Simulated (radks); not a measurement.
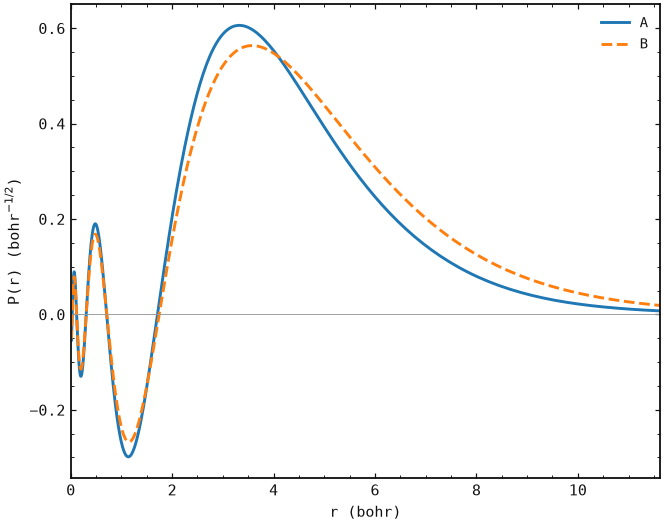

A free Pr atom was computed in two configurations: [Xe] 4f1 5d2 6s2; [Xe] 4f1 6s2 6p2. All numbers are computed, not measured: scalar-relativistic Kohn-Sham, r2SCAN, spin-unpolarised, spherical densities, finite nucleus (the in-house radial solver radks).

The plot shows P(r) = r R(r) of the 6s orbital in both runs (large components where relativistic).

Q: Which curve belongs to which run?

Answer: A is [Xe] 4f1 6s2 6p2 (⟨r⟩ = 3.77 bohr, eigenvalue −6.62 eV); B is [Xe] 4f1 5d2 6s2 (⟨r⟩ = 4.15 bohr, eigenvalue −4.16 eV). The orbital is smaller where the other electrons screen the nucleus less.
